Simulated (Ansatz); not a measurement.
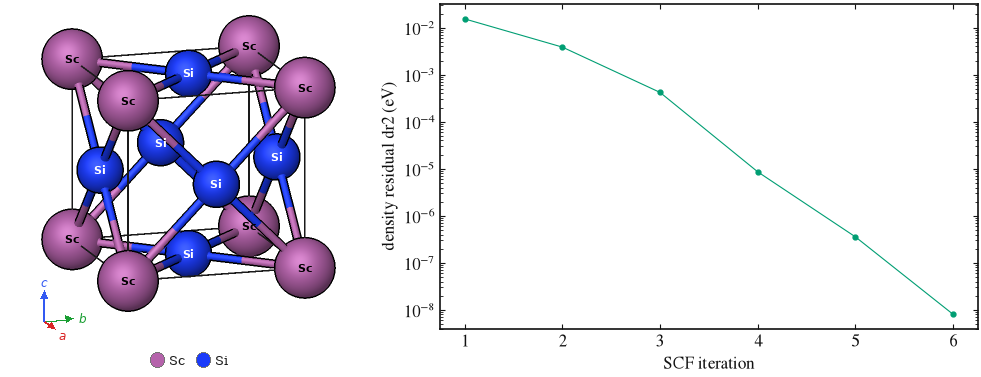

Beside the plot: the structure in its conventional cell.

The plot shows the SCF iterations of a calculation: density residual dr2. The starting density is a sum of atomic densities corrected by a trained network.

ScSi₃ (4 atoms in the cell), run with Ansatz.

```
crystal:
  lattice:
    - [3.9655533451, 0.0, 0.0]
    - [0.0, 3.9655533451, 0.0]
    - [0.0, 0.0, 3.9655533451]
  atoms:
    - { symbol: Sc, position: [0.0, 0.0, 0.0] }
    - { symbol: Si, position: [0.0, 0.5, 0.5] }
    - { symbol: Si, position: [0.5, 0.5, 0.0] }
    - { symbol: Si, position: [0.5, 0.0, 0.5] }
basis:
  ecutwfc: 420
  ecutrho_ratio: 4
kpoints:
  mp_grid: { grid: [8, 7, 9] }
hamiltonian:
  xc: pbe
scf:
  occupations: { method: gaussian, width: 0.05 }
  max_iter: 50
output:
  forces: true
  stress: true
```

Command:
```bash
ansatz run input.yaml --threads 2 --pin off --max-ram 2662MiB --backend cpu --events-out ev --progress --plain --runs-dir out
```

Was self-consistency reached?

Answer. Converged, in 6 iterations. The residual falls at every step.

Read the residual at the first and at the last step drawn.

Answer. It starts near 0.02 and ends near 8 × 10⁻⁹ eV.

Is anything amiss with this input?

Answer. The input holds an odd setting (a mesh that breaks the symmetry). The SCF closed, but its energy differs from that of a run with usual settings by more than 1 meV per atom.
